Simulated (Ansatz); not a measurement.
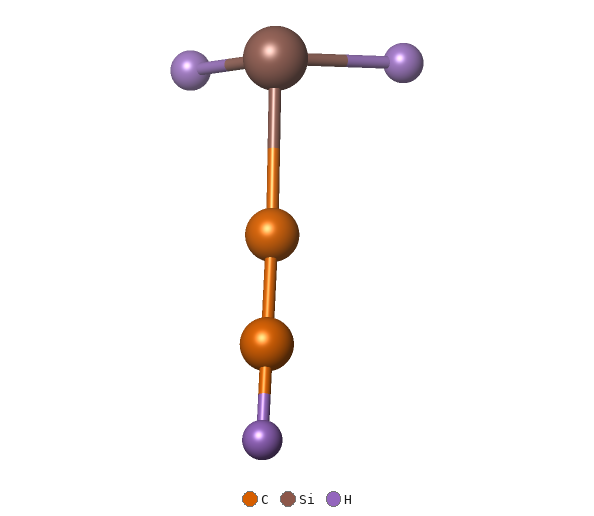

Charge −1, singlet. Computed geometry: PBE0-D4/def2-TZVPD optimisation. No frequency run is at hand to confirm it as a minimum. Method: RKS PBE0-D4/def2-TZVPPD (Ansatz 0.2.0).

> Give the HOMO energy (Kohn–Sham orbital) at this level.

−0.17 eV.
